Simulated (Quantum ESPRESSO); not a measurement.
# CsNiCl3: parallel and opposed starts, part 2 of 2

Aim: find out which collinear order of CsNiCl3 costs least.

Quantum ESPRESSO 7.5; LDA with U = 6 eV on Ni d (ortho-atomic projectors); plane waves with GBRV 1.5 LDA potentials, no spin-orbit coupling.

So far: The structure; Run 1 (ferro ++).

## 3. Start 2: antiferro +−

The input, pw.in:

```
&CONTROL
  calculation = 'scf'
  prefix = 'pwscf'
  outdir = './tmp'
  pseudo_dir = './pseudo'
  disk_io = 'nowf'
/
&SYSTEM
  ibrav = 0
  celldm(1) = 8
  nat = 10
  ntyp = 4
  ecutwfc = 40
  ecutrho = 280
  nbnd = 62
  occupations = 'smearing'
  smearing = 'fd'
  degauss = 0.00367493
  nspin = 2
  starting_magnetization(1) = 0
  starting_magnetization(2) = 0.1111
  starting_magnetization(3) = -0.1111
  starting_magnetization(4) = 0
/
&ELECTRONS
  conv_thr = 2d-08
  electron_maxstep = 150
  mixing_beta = 0.3
/
ATOMIC_SPECIES
Cs    132.9055 cs_lda_v1.uspp.F.UPF
Ni1    58.6934 ni_lda_v1.4.uspp.F.UPF
Ni2    58.6934 ni_lda_v1.4.uspp.F.UPF
Cl     35.4500 cl_lda_v1.4.uspp.F.UPF
CELL_PARAMETERS alat
   1.6815019272686    0.0000000000000    0.0000000000000
  -0.8407509636343    1.4562233855177    0.0000000000000
   0.0000000000000    0.0000000000000    1.3956808509189
ATOMIC_POSITIONS crystal
Cs      0.3333333333    0.6666666667    0.7500000000
Cs      0.6666666667    0.3333333333    0.2500000000
Ni1     0.0000000000    0.0000000000    0.0000000000
Ni2     0.0000000000    0.0000000000    0.5000000000
Cl      0.1543200000    0.3086400000    0.2500000000
Cl      0.8456800000    0.1543200000    0.7500000000
Cl      0.6913600000    0.8456800000    0.2500000000
Cl      0.8456800000    0.6913600000    0.7500000000
Cl      0.1543200000    0.8456800000    0.2500000000
Cl      0.3086400000    0.1543200000    0.7500000000
K_POINTS automatic
4 4 4 0 0 0
HUBBARD {ortho-atomic}
U Ni1-3d 6.0000
U Ni2-3d 6.0000
```

Started as:

```
> OMP_NUM_THREADS=1 mpirun -n 4 pw.x -nk 4 -in pw.in > pw.out
```

What it wrote:

```text
[banner, memory and clock lines left out]
Program PWSCF v.7.5 starts

     Message from routine setup:
     using ibrav=0 with symmetry is DISCOURAGED, use correct ibrav instead

     bravais-lattice index     =            0
     lattice parameter (alat)  =       8.0000  a.u.
     unit-cell volume          =    1749.7720 (a.u.)^3
     number of atoms/cell      =           10
     number of atomic types    =            4
     number of electrons       =        96.00
     number of Kohn-Sham states=           62
     kinetic-energy cutoff     =      40.0000  Ry
     charge density cutoff     =     280.0000  Ry
     scf convergence threshold =      2.0E-08
     mixing beta               =       0.3000
     number of iterations used =            8  plain     mixing
     Exchange-correlation=  SLA  PZ   NOGX NOGC
                           (   1   1   0   0   0   0   0)
     Hubbard projectors: ortho-atomic
     Hubbard parameters of DFT+U (Dudarev formulation) in eV:
     U(Ni1-3d) =  6.0000
     U(Ni2-3d) =  6.0000

     Internal variables: lda_plus_u =T, lda_plus_u_kind = 0

     Internal variables: orbital_resolved =F, hub_pot_fix =F, apply_U = F

     celldm(1)=   8.000000  celldm(2)=   0.000000  celldm(3)=   0.000000
     celldm(4)=   0.000000  celldm(5)=   0.000000  celldm(6)=   0.000000

     crystal axes: (cart. coord. in units of alat)
               a(1) = (   1.681502   0.000000   0.000000 )
               a(2) = (  -0.840751   1.456223   0.000000 )
               a(3) = (   0.000000   0.000000   1.395681 )

     reciprocal axes: (cart. coord. in units 2 pi/alat)
               b(1) = (  0.594706  0.343354 -0.000000 )
               b(2) = (  0.000000  0.686708  0.000000 )
               b(3) = (  0.000000 -0.000000  0.716496 )

     PseudoPot. # 1 for Cs read from file:
     cs_lda_v1.uspp.F.UPF
     Pseudo is Ultrasoft + core correction, Zval =  9.0

     PseudoPot. # 2 for Ni read from file:
     ni_lda_v1.4.uspp.F.UPF
     Pseudo is Ultrasoft + core correction, Zval = 18.0

     PseudoPot. # 3 for Ni read from file:
     ni_lda_v1.4.uspp.F.UPF
     Pseudo is Ultrasoft + core correction, Zval = 18.0

     PseudoPot. # 4 for Cl read from file:
     cl_lda_v1.4.uspp.F.UPF
     Pseudo is Ultrasoft + core correction, Zval =  7.0

     atomic species   valence    mass     pseudopotential
     Cs                9.00   132.90550     Cs( 1.00)
     Ni1              18.00    58.69340     Ni( 1.00)
     Ni2              18.00    58.69340     Ni( 1.00)
     Cl                7.00    35.45000     Cl( 1.00)

     Starting magnetic structure
     atomic species   magnetization
     Cs              0.000
     Ni1             0.111
     Ni2            -0.111
     Cl              0.000

     12 Sym. Ops., with inversion, found

   Cartesian axes

     site n.     atom                  positions (alat units)
         1        Cs     tau(   1) = (  -0.0000000   0.9708156   1.0467606  )
         2        Cs     tau(   2) = (   0.8407510   0.4854078   0.3489202  )
         3        Ni1    tau(   3) = (   0.0000000   0.0000000   0.0000000  )
         4        Ni2    tau(   4) = (   0.0000000   0.0000000   0.6978404  )
         5        Cl     tau(   5) = (   0.0000000   0.4494488   0.3489202  )
         6        Cl     tau(   6) = (   1.2922679   0.2247244   1.0467606  )
         7        Cl     tau(   7) = (   0.4515169   1.2314990   0.3489202  )
         8        Cl     tau(   8) = (   0.8407510   1.0067746   1.0467606  )
         9        Cl     tau(   9) = (  -0.4515169   1.2314990   0.3489202  )
        10        Cl     tau(  10) = (   0.3892341   0.2247244   1.0467606  )

     number of k points=    13  Fermi-Dirac smearing, width (Ry)=  0.0037
                       cart. coord. in units 2pi/alat
        k(    1) = (   0.0000000   0.0000000   0.0000000), wk =   0.0156250
        k(    2) = (   0.0000000   0.0000000   0.1791240), wk =   0.0312500
        k(    3) = (   0.0000000   0.0000000  -0.3582481), wk =   0.0156250
        k(    4) = (   0.0000000   0.1716770   0.0000000), wk =   0.0937500
        k(    5) = (   0.0000000   0.1716770   0.1791240), wk =   0.0937500
        [... 8 further k-points ...]

     Dense  grid:   138383 G-vectors     FFT dimensions: (  72,  72,  60)

     Smooth grid:    59757 G-vectors     FFT dimensions: (  60,  60,  45)

     Check: negative core charge=   -0.000003
     Generating pointlists ...
     new r_m :   0.3471 (alat units)  2.7770 (a.u.) for type    1
     new r_m :   0.2347 (alat units)  1.8777 (a.u.) for type    2
     new r_m :   0.2347 (alat units)  1.8777 (a.u.) for type    3
     new r_m :   0.2347 (alat units)  1.8777 (a.u.) for type    4

     Initial potential from superposition of free atoms

     starting charge      91.9363, renormalised to      96.0000

     negative rho (up, down):  4.535E-02 4.535E-02

     STARTING HUBBARD OCCUPATIONS:

     =================== HUBBARD OCCUPATIONS ===================
     ------------------------ ATOM    3 ------------------------
     Tr[ns(  3)] (up, down, total) =   5.00000  3.00000  8.00000
     Atomic magnetic moment for atom   3 =   2.00000
     [... lines left out ...]
     ------------------------ ATOM    4 ------------------------
     Tr[ns(  4)] (up, down, total) =   3.00000  5.00000  8.00000
     Atomic magnetic moment for atom   4 =  -2.00000
     [... lines left out ...]
     Number of occupied Hubbard levels =   16.0000

     Atomic wfc used for Hubbard projectors are orthogonalized

     Starting wfcs are   76 randomized atomic wfcs

     Self-consistent Calculation

     iteration #  1     ecut=    40.00 Ry     beta= 0.30
     Davidson diagonalization with overlap
     ethr =  1.00E-02,  avg # of iterations =  4.8

     =================== HUBBARD OCCUPATIONS ===================
     ------------------------ ATOM    3 ------------------------
     Tr[ns(  3)] (up, down, total) =   4.77136  2.78598  7.55734
     Atomic magnetic moment for atom   3 =   1.98538
     [... lines left out ...]
     ------------------------ ATOM    4 ------------------------
     Tr[ns(  4)] (up, down, total) =   2.78658  4.77112  7.55770
     Atomic magnetic moment for atom   4 =  -1.98455
     [... lines left out ...]
     Number of occupied Hubbard levels =   15.1150

     negative rho (up, down):  4.430E-02 4.431E-02

     total energy              =   -1011.20130293 Ry
     estimated scf accuracy    <       8.16407930 Ry

     total magnetization       =    -0.00 Bohr mag/cell
     absolute magnetization    =     4.60 Bohr mag/cell

     iteration #  2     ecut=    40.00 Ry     beta= 0.30
     Davidson diagonalization with overlap
     ethr =  8.50E-03,  avg # of iterations =  3.0

     negative rho (up, down):  4.345E-02 4.345E-02

     total energy              =   -1012.49266286 Ry
     estimated scf accuracy    <       1.90463975 Ry

     total magnetization       =    -0.00 Bohr mag/cell
     absolute magnetization    =     3.31 Bohr mag/cell

     [... further iterations left out ...]

     iteration # 13     ecut=    40.00 Ry     beta= 0.30
     Davidson diagonalization with overlap
     ethr =  6.38E-10,  avg # of iterations =  5.9

     negative rho (up, down):  4.179E-02 4.179E-02

     total energy              =   -1012.83723225 Ry
     estimated scf accuracy    <       0.00000012 Ry

     total magnetization       =     0.00 Bohr mag/cell
     absolute magnetization    =     3.81 Bohr mag/cell

     iteration # 14     ecut=    40.00 Ry     beta= 0.30
     Davidson diagonalization with overlap
     ethr =  1.27E-10,  avg # of iterations =  3.1

     negative rho (up, down):  4.178E-02 4.178E-02

     Magnetic moment per site  (integrated on atomic sphere of radius R)
     atom   1 (R=0.347)  charge=  7.3876  magn= -0.0000
     atom   2 (R=0.347)  charge=  7.3876  magn= -0.0000
     atom   3 (R=0.235)  charge= 16.2341  magn=  1.6269
     atom   4 (R=0.235)  charge= 16.2341  magn= -1.6269
     atom   5 (R=0.235)  charge=  5.2437  magn= -0.0000
     atom   6 (R=0.235)  charge=  5.2437  magn= -0.0000
     atom   7 (R=0.235)  charge=  5.2437  magn= -0.0000
     atom   8 (R=0.235)  charge=  5.2437  magn= -0.0000
     atom   9 (R=0.235)  charge=  5.2437  magn= -0.0000
     atom  10 (R=0.235)  charge=  5.2437  magn= -0.0000

     End of self-consistent calculation

     =================== HUBBARD OCCUPATIONS ===================
     ------------------------ ATOM    3 ------------------------
     Tr[ns(  3)] (up, down, total) =   4.97021  3.35081  8.32102
     Atomic magnetic moment for atom   3 =   1.61940
     [... lines left out ...]
     ------------------------ ATOM    4 ------------------------
     Tr[ns(  4)] (up, down, total) =   3.35081  4.97021  8.32103
     Atomic magnetic moment for atom   4 =  -1.61940
     [... lines left out ...]
     Number of occupied Hubbard levels =   16.6421

     [... lines left out ...]
     the Fermi energy is     5.1660 ev

!    total energy              =   -1012.83723238 Ry
     estimated scf accuracy    <       0.00000002 Ry
     smearing contrib. (-TS)   =      -0.00000000 Ry
     internal energy E=F+TS    =   -1012.83723238 Ry

     The total energy is F=E-TS. E is the sum of the following terms:
     one-electron contribution =    -902.96491645 Ry
     hartree contribution      =     484.60846923 Ry
     xc contribution           =    -186.87871637 Ry
     ewald contribution        =    -407.76708713 Ry
     Hubbard energy            =       0.16501834 Ry

     total magnetization       =     0.00 Bohr mag/cell
     absolute magnetization    =     3.81 Bohr mag/cell

     convergence has been achieved in  14 iterations
```

It took 1.7 min on 4 MPI ranks of Intel Xeon Platinum 8488C (Sapphire Rapids), shared host; peak memory 1.3 GiB.

Spin moment in the atom's sphere by atom:

```tsv
atom	spin moment in the atom's sphere (μB)
Cs1	0.00
Cs2	0.00
Ni3	1.63
Ni4	-1.63
Cl5	0.00
Cl6	0.00
Cl7	0.00
Cl8	0.00
Cl9	0.00
Cl10	0.00
```

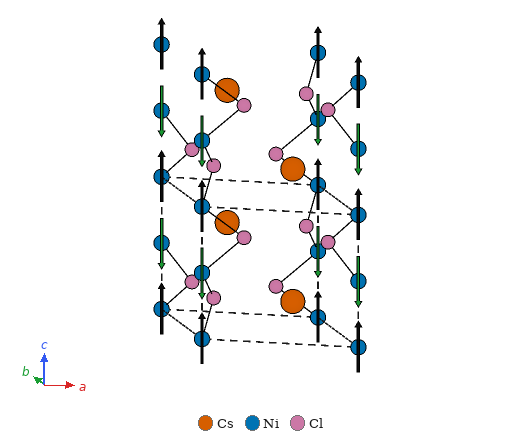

Spin moment in the atom's sphere as arrows, the longest 1.63 μB. Up and down stand for the sign. Arrows give size and sign along the axis of quantisation, drawn up and down the page. The two directions have two colours. Bonds to atoms that aren't drawn are left out. 1×1×2 cells are drawn. Some periodic images of atoms are drawn too.

Read from the output:

```
smearing term TS       : 7.35e-11 eV
magnetization          : 0 μB
absolute magnetization : 3.811 μB
final state            : antiferromagnetic
```

## 4. Energies of the orders

An order is kept where moments of 0.15 μB or more survive with the typed signs; meshes match where a doubled cell samples the same k points as the first cell.

Orders:

```tsv
start	final state	typed order kept	energy over the lowest (meV a seeded atom)	largest site moment (μB)	net moment (μB a cell of the first run)	mesh matched	CPU time (s)
ferro ++	ferromagnetic	yes	3.928	1.627	4	yes	417.1
antiferro +-	antiferromagnetic	yes	0	1.627	0	yes	401.2
```

## 5. Occupations of the corrected shells in the lowest state

Occupations of the Hubbard shells:

```tsv
block	type	shell	spin	electrons	occupation numbers
3	Ni1	3d	up	4.97	0.992 0.994 0.994 0.995 0.995
3	Ni1	3d	down	3.351	0.192 0.192 0.986 0.990 0.990
4	Ni2	3d	up	3.351	0.192 0.192 0.986 0.990 0.990
4	Ni2	3d	down	4.97	0.992 0.994 0.994 0.995 0.995
```

## 6. What came out

| Item | Value |
| --- | --- |
| lowest state found | antiferromagnetic (from antiferro +-) |
| largest site moment | 1.63 μB |
| next state with moments | ferromagnetic, 3.93 meV a seeded atom higher |

This is the lowest of 2 collinear or spinless starts, no proof of the ground state.

[Logs and program files are shortened in this print: banners, set-up blocks, solver, clock and traceback lines can be left out without a mark of their own.]

[Logs are printed without paths, hosts, clocks, repeated set-up lines and the standing remarks that a program may print on its own settings, such as how far it seeks lower states.]

[Hosts, paths, dates, database ids (printed as entryN), source tags and the programs' standing remarks are cut or masked in the printed files.]

[Where a cell is said to come from a database of computed structures, the database is the Materials Project.]
